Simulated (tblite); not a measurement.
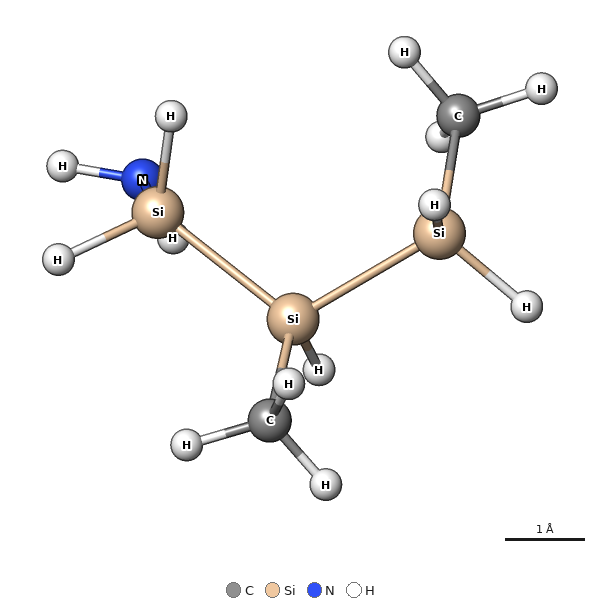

Figure 1. The input geometry (ball-and-stick view, seen at a tilt).

C2H13NSi3: geometry relaxation

System: C2H13NSi3.
Method: GFN2-xTB geometry optimisation, gas phase (tblite 0.8.0).

It belongs to a series of runs on one base structure; here: terminal O group replaced by H.

**Input**
```
{"job": {"kind": "relax", "xc": "GFN2-xTB", "basis": "xTB"}, "charge": 0, "multiplicity": 1}
C     -1.783300    -1.938200     0.418600
Si    -1.914000    -0.135800    -0.047600
Si     0.121800     0.634100    -0.624200
C     -0.082000     2.501800    -0.771800
Si     1.697600     0.037400     0.812600
N      2.582800    -1.417000     0.230600
H     -2.810800    -2.380500     0.395700
H     -1.125500    -2.453000    -0.293300
H     -1.357400    -2.044100     1.429800
H     -2.749600    -0.011900    -1.246300
H     -2.494000     0.668800     1.040300
H      0.424600     0.030100    -1.939500
H     -0.761400     2.845500     0.056700
H      0.907300     2.978900    -0.679300
H     -0.598200     2.713500    -1.712800
H      2.696900     1.091900     1.011400
H      1.112800    -0.230000     2.130000
H      2.550100    -1.495200    -0.803900
H      3.572600    -1.387000     0.585500
```

The first line tells a small driver script what to run in tblite; the rest is the geometry in Å.

Command:
```bash
OMP_NUM_THREADS=1 python <driver script> task.json out
```

**Log**
```
step      E/eV     max force
  0    -516.35622    2.111
  1    -516.54363    0.840
  2    -516.63102    0.577
  3    -516.66521    0.690
  4    -516.74756    0.424
  5    -516.77019    0.334
  6    -516.79986    0.374
  7    -516.82375    0.491
  8    -516.84637    0.384
  9    -516.86161    0.293
 10    -516.87087    0.206
 11    -516.87687    0.233
 12    -516.88251    0.212
 13    -516.88711    0.133
 14    -516.89044    0.127
 15    -516.89306    0.150
 16    -516.89614    0.187
 17    -516.89984    0.218
 18    -516.90332    0.167
 19    -516.90556    0.101
 20    -516.90689    0.099
 21    -516.90823    0.106
 22    -516.91016    0.133
 23    -516.91277    0.163
 24    -516.91573    0.166
 25    -516.91849    0.115
 26    -516.92082    0.103
 27    -516.92302    0.119
 28    -516.92539    0.165
 29    -516.92761    0.154
 30    -516.92952    0.096
 31    -516.93119    0.094
 32    -516.93280    0.120
 33    -516.93463    0.156
 34    -516.93667    0.146
 35    -516.93836    0.165
 36    -516.93982    0.155
 37    -516.94106    0.112
 38    -516.94226    0.072
 39    -516.94341    0.068
 40    -516.94460    0.069
 41    -516.94537    0.065
 42    -516.94591    0.056
 43    -516.94629    0.050
 44    -516.94665    0.049
 45    -516.94704    0.052
 46    -516.94750    0.062
 47    -516.94797    0.069
 48    -516.94833    0.058
 49    -516.94857    0.045
 50    -516.94874    0.032
 51    -516.94898    0.041
 52    -516.94926    0.057
 53    -516.94965    0.055
 54    -516.95010    0.059
 55    -516.95063    0.060
 56    -516.95122    0.060
 57    -516.95185    0.078
 58    -516.95247    0.070
 59    -516.95309    0.067
 60    -516.95380    0.065
 61    -516.95460    0.068
 62    -516.95532    0.060
 63    -516.95578    0.038
 64    -516.95605    0.042
 65    -516.95627    0.037
 66    -516.95648    0.041
 67    -516.95667    0.049
 68    -516.95686    0.037
 69    -516.95713    0.043
 70    -516.95737    0.053
 71    -516.95772    0.050
 72    -516.95798    0.034
 73    -516.95813    0.029
 74    -516.95822    0.026
 75    -516.95834    0.032
 76    -516.95851    0.039
 77    -516.95875    0.040
 78    -516.95901    0.034
 79    -516.95921    0.039
 80    -516.95936    0.044
 81    -516.95951    0.040
 82    -516.95964    0.027
 83    -516.95977    0.026
 84    -516.95990    0.028
 85    -516.96004    0.035
 86    -516.96017    0.030
 87    -516.96029    0.028
 88    -516.96040    0.025
 89    -516.96053    0.042
 90    -516.96073    0.058
 91    -516.96100    0.059
 92    -516.96125    0.045
 93    -516.96141    0.024
 94    -516.96146    0.015
 95    -516.96149    0.013
 96    -516.96155    0.027
 97    -516.96164    0.035
 98    -516.96175    0.028
 99    -516.96186    0.032
100    -516.96200    0.034
101    -516.96220    0.052
102    -516.96252    0.073
103    -516.96292    0.070
104    -516.96326    0.034
105    -516.96347    0.031
106    -516.96365    0.035
107    -516.96387    0.052
108    -516.96411    0.045
109    -516.96429    0.033
110    -516.96441    0.027
111    -516.96454    0.030
112    -516.96475    0.057
113    -516.96508    0.062
114    -516.96560    0.071
115    -516.96602    0.032
116    -516.96623    0.041
117    -516.96638    0.026
118    -516.96654    0.023
119    -516.96669    0.038
120    -516.96685    0.054
121    -516.96708    0.049
122    -516.96757    0.037
123    -516.96796    0.035
124    -516.96826    0.040
125    -516.96852    0.034
126    -516.96875    0.045
127    -516.96910    0.037
128    -516.96946    0.045
129    -516.96977    0.039
130    -516.96995    0.051
131    -516.97013    0.039
132    -516.97046    0.042
133    -516.97072    0.060
134    -516.97123    0.107
135    -516.97182    0.096
136    -516.97242    0.069
137    -516.97283    0.035
138    -516.97311    0.036
139    -516.97334    0.032
140    -516.97357    0.037
141    -516.97384    0.034
142    -516.97417    0.048
143    -516.97450    0.050
144    -516.97486    0.067
145    -516.97528    0.055
146    -516.97570    0.048
147    -516.97598    0.038
148    -516.97615    0.028
149    -516.97624    0.021
150    -516.97632    0.025
151    -516.97644    0.029
152    -516.97660    0.025
153    -516.97676    0.029
154    -516.97690    0.030
155    -516.97701    0.021
156    -516.97706    0.016
157    -516.97710    0.010
158    -516.97712    0.012
159    -516.97716    0.016
160    -516.97721    0.021
161    -516.97727    0.026
162    -516.97734    0.027
163    -516.97740    0.020
164    -516.97745    0.013
165    -516.97747    0.012
166    -516.97750    0.016
167    -516.97753    0.023
168    -516.97758    0.017
169    -516.97765    0.027
170    -516.97775    0.028
171    -516.97787    0.030
172    -516.97799    0.034
173    -516.97812    0.036
174    -516.97824    0.030
175    -516.97839    0.030
176    -516.97855    0.033
177    -516.97872    0.036
178    -516.97889    0.041
179    -516.97903    0.050
180    -516.97920    0.036
181    -516.97934    0.025
182    -516.97951    0.030
183    -516.97964    0.027
184    -516.97976    0.019
185    -516.97982    0.017
186    -516.97987    0.018
187    -516.97992    0.014
188    -516.97997    0.015
189    -516.98001    0.019
190    -516.98004    0.017
191    -516.98008    0.013
192    -516.98012    0.014
193    -516.98015    0.014
194    -516.98018    0.016
195    -516.98021    0.013
196    -516.98024    0.014
197    -516.98027    0.014
198    -516.98030    0.013
199    -516.98032    0.012
200    -516.98035    0.009
```

**Trajectory as extended XYZ (Å, eV, eV/Å), 6 of the 201 frames kept, from step=0 to step=200**
```
19
Properties=species:S:1:pos:R:3:forces:R:3 step=0 energy=-516.35622
C    -1.7833   -1.9382    0.4186   -0.5570  -0.6480   0.3180
Si   -1.9140   -0.1358   -0.0476   -0.5930   0.4530  -0.1250
Si    0.1218    0.6341   -0.6242   -0.4110  -0.0890  -0.9430
C    -0.0820    2.5018   -0.7718   -0.3400   0.2780   0.5770
Si    1.6976    0.0374    0.8126    1.7080  -1.1510   0.4630
N     2.5828   -1.4170    0.2306    0.3920   1.2700   0.1850
H    -2.8108   -2.3805    0.3957    1.0670   0.0310   0.1150
H    -1.1255   -2.4530   -0.2933   -0.3940  -0.0220   0.3480
H    -1.3574   -2.0441    1.4298   -0.2790  -0.1480  -0.5140
H    -2.7496   -0.0119   -1.2463   -0.3230  -0.0310   0.0860
H    -2.4940    0.6688    1.0403   -0.1740  -0.1310  -0.0420
H     0.4246    0.0301   -1.9395    0.1090   0.1850  -0.1960
H    -0.7614    2.8455    0.0567    0.8410  -0.1070  -0.7940
H     0.9073    2.9789   -0.6793   -0.7750   0.1870  -0.2800
H    -0.5982    2.7135   -1.7128    0.4420   0.3420   0.2710
H     2.6969    1.0919    1.0114    0.1120   0.1390   0.1450
H     1.1128   -0.2300    2.1300    0.1750  -0.1910   0.0720
H     2.5501   -1.4952   -0.8039    0.3670  -0.0430   1.1440
H     3.5726   -1.3870    0.5855   -1.3650  -0.3230  -0.8310
19
Properties=species:S:1:pos:R:3:forces:R:3 step=40 energy=-516.94460
C    -1.8569   -2.0224    0.4231    0.0060  -0.0350   0.0180
Si   -2.0061   -0.2092   -0.1211    0.0360   0.0370  -0.0370
Si    0.0949    0.6642   -0.6107    0.0330  -0.0040  -0.0610
C    -0.0257    2.5628   -0.7924   -0.0180  -0.0050   0.0210
Si    1.8206    0.1488    0.8523    0.0320  -0.0070   0.0070
N     2.5166   -1.2917    0.1975    0.0140   0.0270  -0.0040
H    -2.8312   -2.4839    0.5454   -0.0420  -0.0050   0.0150
H    -1.3070   -2.6147   -0.3010    0.0170   0.0150  -0.0640
H    -1.3332   -2.1129    1.3689    0.0260   0.0390   0.0440
H    -2.9571   -0.1767   -1.2431   -0.0280  -0.0060  -0.0390
H    -2.6929    0.5248    0.9557   -0.0020  -0.0060   0.0280
H     0.4997    0.2242   -1.9761   -0.0280   0.0020   0.0380
H    -0.5144    3.0073    0.0693    0.0040   0.0080   0.0350
H     0.9544    3.0234   -0.8838   -0.0180  -0.0080  -0.0140
H    -0.6026    2.8454   -1.6680   -0.0010  -0.0280   0.0050
H     2.8065    1.2354    1.0469   -0.0020  -0.0040   0.0040
H     1.4335   -0.2617    2.2093   -0.0130   0.0130  -0.0280
H     2.7305   -1.3129   -0.7871   -0.0030  -0.0130   0.0340
H     3.2606   -1.7410    0.7075   -0.0130  -0.0210  -0.0030
19
Properties=species:S:1:pos:R:3:forces:R:3 step=80 energy=-516.95936
C    -1.8054   -1.9998    0.4071    0.0100  -0.0040   0.0000
Si   -1.9805   -0.2030   -0.1819   -0.0040  -0.0050  -0.0090
Si    0.1206    0.6755   -0.6645   -0.0090   0.0040   0.0090
C    -0.0716    2.5727   -0.7544    0.0030   0.0020   0.0020
Si    1.8306    0.1491    0.8162   -0.0090  -0.0020  -0.0260
N     2.4908   -1.3446    0.2534   -0.0210  -0.0020  -0.0160
H    -2.7635   -2.4345    0.6754    0.0010   0.0060   0.0020
H    -1.3686   -2.6220   -0.3683    0.0040  -0.0080   0.0010
H    -1.1585   -2.0626    1.2770    0.0040  -0.0080   0.0050
H    -2.9348   -0.2116   -1.3037   -0.0090   0.0030  -0.0150
H    -2.6760    0.5431    0.8825    0.0020  -0.0030   0.0060
H     0.5090    0.2940   -2.0475    0.0020  -0.0010   0.0060
H    -0.3696    2.9822    0.2067    0.0020  -0.0040   0.0060
H     0.8517    3.0648   -1.0457    0.0060  -0.0020  -0.0020
H    -0.8331    2.8542   -1.4757    0.0050   0.0000  -0.0010
H     2.8428    1.2115    0.9974    0.0180  -0.0010   0.0060
H     1.3809   -0.1945    2.1720   -0.0020   0.0140   0.0020
H     2.7986   -1.4167   -0.7033   -0.0120   0.0070   0.0420
H     3.1269   -1.8488    0.8499    0.0070   0.0030  -0.0180
19
Properties=species:S:1:pos:R:3:forces:R:3 step=120 energy=-516.96685
C    -1.6767   -2.0166    0.3708    0.0030  -0.0010   0.0010
Si   -1.9603   -0.2422   -0.2457   -0.0020   0.0010   0.0040
Si    0.1106    0.7312   -0.6697   -0.0120   0.0220   0.0030
C    -0.0816    2.6296   -0.6983    0.0180   0.0070  -0.0030
Si    1.8307    0.1995    0.7944    0.0170   0.0060   0.0090
N     2.2564   -1.4212    0.3732    0.0250  -0.0220  -0.0420
H    -2.5851   -2.4682    0.7569   -0.0170   0.0080  -0.0060
H    -1.3104   -2.6530   -0.4291    0.0070  -0.0040  -0.0140
H    -0.9343   -2.0363    1.1631    0.0040  -0.0050   0.0180
H    -2.8786   -0.3166   -1.3970    0.0020  -0.0010   0.0190
H    -2.7215    0.4764    0.7920   -0.0070  -0.0100   0.0000
H     0.5168    0.3868   -2.0576    0.0080   0.0140  -0.0110
H    -0.2703    3.0204    0.2976   -0.0140  -0.0050   0.0080
H     0.8162    3.1137   -1.0714    0.0000   0.0100   0.0030
H    -0.9065    2.9422   -1.3313    0.0000  -0.0250  -0.0080
H     2.9785    1.1338    0.7941    0.0020  -0.0120  -0.0090
H     1.4512    0.0754    2.2091   -0.0130   0.0100  -0.0150
H     2.4217   -1.6375   -0.5974   -0.0030   0.0020   0.0450
H     2.9334   -1.9081    0.9390   -0.0200   0.0050  -0.0010
19
Properties=species:S:1:pos:R:3:forces:R:3 step=160 energy=-516.97721
C    -1.5579   -2.0338    0.3319   -0.0010  -0.0030  -0.0010
Si   -1.8969   -0.2612   -0.2607   -0.0120  -0.0020   0.0170
Si    0.1310    0.7950   -0.7033    0.0150   0.0020   0.0020
C    -0.1347    2.6825   -0.6464   -0.0030   0.0090   0.0000
Si    1.8909    0.2297    0.6989    0.0150   0.0000  -0.0050
N     2.0249   -1.4838    0.5093   -0.0010   0.0000  -0.0160
H    -2.4647   -2.5294    0.6654   -0.0010   0.0000  -0.0020
H    -1.1289   -2.6368   -0.4631   -0.0020   0.0010  -0.0040
H    -0.8523   -2.0401    1.1574   -0.0040  -0.0010  -0.0020
H    -2.8321   -0.3541   -1.3959   -0.0050   0.0010  -0.0070
H    -2.6692    0.4142    0.7989    0.0030  -0.0040  -0.0070
H     0.5249    0.5336   -2.1129   -0.0050  -0.0030  -0.0060
H    -0.4429    3.0073    0.3433    0.0030   0.0000   0.0010
H     0.7693    3.2277   -0.9023   -0.0010  -0.0090   0.0030
H    -0.9080    2.9889   -1.3443    0.0010   0.0000   0.0020
H     3.1673    0.9436    0.4746   -0.0040   0.0010  -0.0040
H     1.6225    0.3790    2.1354   -0.0010   0.0000   0.0020
H     2.1125   -1.8592   -0.4214   -0.0030   0.0030   0.0210
H     2.6344   -1.9939    1.1279    0.0080   0.0030   0.0050
19
Properties=species:S:1:pos:R:3:forces:R:3 step=200 energy=-516.98035
C    -1.5505   -2.0725    0.2493    0.0010  -0.0010  -0.0010
Si   -1.8900   -0.2789   -0.2786    0.0060  -0.0020   0.0070
Si    0.1277    0.8038   -0.7127   -0.0050  -0.0030   0.0010
C    -0.1466    2.6870   -0.5787   -0.0030  -0.0010  -0.0030
Si    1.9577    0.2621    0.6062   -0.0030   0.0020  -0.0010
N     1.9425   -1.4647    0.6996    0.0010  -0.0030   0.0020
H    -2.4583   -2.5802    0.5611   -0.0020   0.0040  -0.0040
H    -1.1199   -2.6461   -0.5668   -0.0030   0.0030  -0.0030
H    -0.8488   -2.1092    1.0772    0.0020   0.0010  -0.0030
H    -2.8259   -0.3350   -1.4162   -0.0030  -0.0010  -0.0050
H    -2.6638    0.3562    0.8029    0.0030   0.0010   0.0070
H     0.4815    0.5903   -2.1409   -0.0020   0.0030  -0.0040
H    -0.4391    2.9723    0.4281    0.0010  -0.0030  -0.0060
H     0.7551    3.2401   -0.8251   -0.0010   0.0020  -0.0020
H    -0.9291    3.0223   -1.2526   -0.0010  -0.0070   0.0020
H     3.2510    0.8088    0.1401    0.0070  -0.0010   0.0060
H     1.8595    0.6627    2.0158    0.0050   0.0000   0.0050
H     1.9096   -1.9956   -0.1557   -0.0030   0.0060   0.0030
H     2.5776   -1.9142    1.3395    0.0010  -0.0010  -0.0020
```

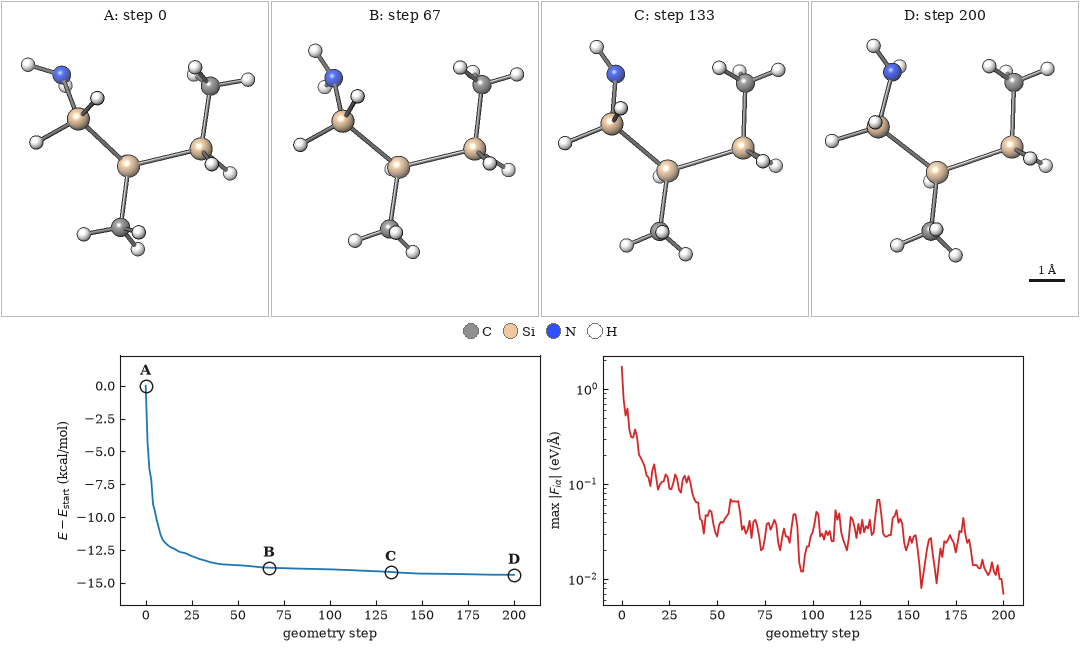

Figure 2. Frames of the relaxation (ball-and-stick view, seen on its broad side) above the curves, on which the letters mark them (steps are counted from 0).

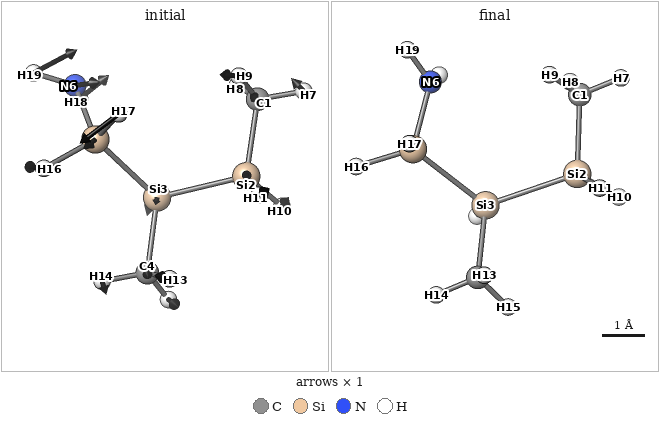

Figure 3. Before (left) and after (right) the relaxation, at one scale (ball-and-stick view, seen on its broad side). The black arrows give the displacements, at true length. H19 moves most after the best rigid fit: 1.34 Å. By element the largest moves are H 1.34 Å, N 0.79 Å, Si 0.41 Å, C 0.31 Å. Among the contacts that change: Si3–Si5 2.214 → 2.320 Å, Si2–Si3 2.252 → 2.331 Å, Si5–N6 1.799 → 1.729 Å, N6–H19 1.052 → 1.007 Å. Among the angles that change: Si5–N6–H19 109.3° → 118.3°, Si3–Si2–H10 106.1° → 115.1°, Si5–N6–H18 111.6° → 118.7°. Over 200 geometry steps the energy falls by 14.4 kcal/mol. The largest force component goes from 1.7 to 0.007 eV/Å. (Atoms are counted from 1 in the order of the input.)

**Summary**

```csv
quantity,value
outcome,converged
total energy,−516.9803 eV
hardware,"1 CPU thread, shared host"
wall time,1.4 s
peak memory,0.18 GiB
```
